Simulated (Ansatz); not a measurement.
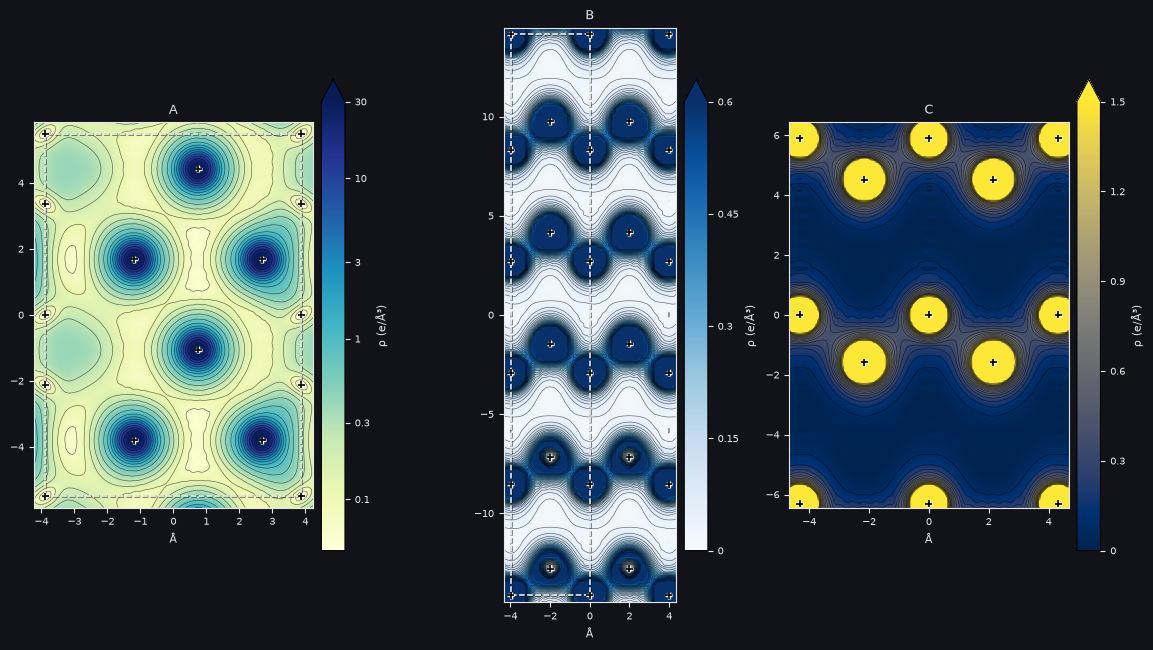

The valence charge density (pseudo) of 3 systems, each on a plane through atoms (crosses mark nuclei in the plane).

Computed with Ansatz, DFT PBE, scalar-relativistic, plane waves, PAW.

System 1: Ga4Sb3As, the (010) plane of the conventional cell. Space group P-4m2; a structure generated by program, which may or may not match a known phase.

System 2: Ga5As3P2, the (100) plane of the conventional cell. Space group I-4m2; a structure generated by program, which may or may not match a known phase.

```
CELL_PARAMETERS angstrom
3.99126 0.00000 0.00000
0.00000 3.99126 0.00000
0.00000 0.00000 28.27396
ATOMIC_POSITIONS crystal
Ga 0.50000 0.50000 0.10296
Ga 0.00000 0.00000 0.60296
Ga 0.00000 0.00000 0.00000
Ga 0.50000 0.50000 0.50000
Ga 0.00000 0.00000 0.39704
Ga 0.50000 0.50000 0.89704
Ga 0.50000 0.50000 0.30141
Ga 0.00000 0.00000 0.80141
Ga 0.00000 0.00000 0.19859
Ga 0.50000 0.50000 0.69859
P 0.50000 0.00000 0.34923
P 0.00000 0.50000 0.84923
P 0.50000 0.00000 0.15077
P 0.00000 0.50000 0.65077
As 0.00000 0.50000 0.44855
As 0.50000 0.00000 0.94855
As 0.00000 0.50000 0.25000
As 0.50000 0.00000 0.75000
As 0.00000 0.50000 0.05145
As 0.50000 0.00000 0.55145
```

System 3: Be4Se3, the (110) plane of the conventional cell. Space group F-43m; a structure generated by program, which may or may not match a known phase.

> Which map belongs to which system?

Panel A is system 3, Be4Se3: the plane holds Be and Se. Be–Se (2.06 Å): ρ at the midpoint is about 0.78 e/Å³. Panel B is system 2, Ga5As3P2: the plane holds Ga, P and As. Ga–P (2.41 Å): the density is about 0.51 e/Å³ at the midpoint. Panel C is system 1, Ga4Sb3As: the plane holds Ga, Sb and As. Ga–As (2.56 Å): the density is about 0.42 e/Å³ at the midpoint.
